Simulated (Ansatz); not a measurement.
```yaml
atoms:
  - { symbol: O, position_ang: [0.1869, 1.1083, -0.2709] }
  - { symbol: Si, position_ang: [-0.0753, -0.3382, 0.5138] }
  - { symbol: F, position_ang: [1.4116, -0.9782, 0.7382] }
  - { symbol: F, position_ang: [-0.9101, -1.3741, -0.4492] }
  - { symbol: H, position_ang: [-0.6132, 1.5822, -0.5318] }
```

All numbers below come from UKS PBE0-D4/cc-pVDZ in Ansatz.

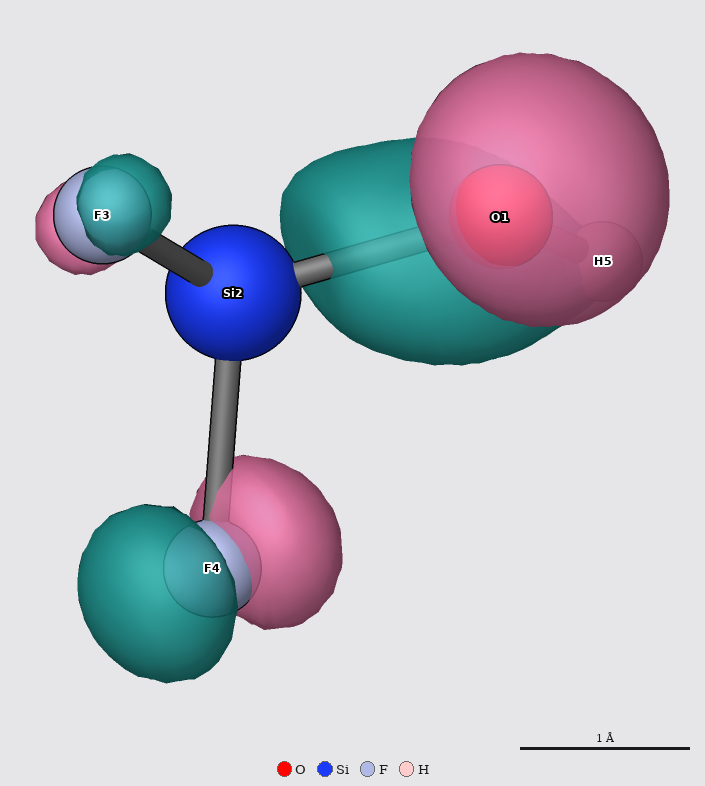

F$_{2}$HOSi (SMILES O[Si](F)F) (doublet). The HOMO−1 (β) at ±0.2 Å⁻³ᐟ² (teal and pink are the two phases), seen at a tilt.

> Where does this orbital lie, and at what energy?

By Hirshfeld shares it lies mainly on O1 (about 60 %), F4 (about 20 %) and Si2 (about 10 %). Its energy is −11.04 eV.
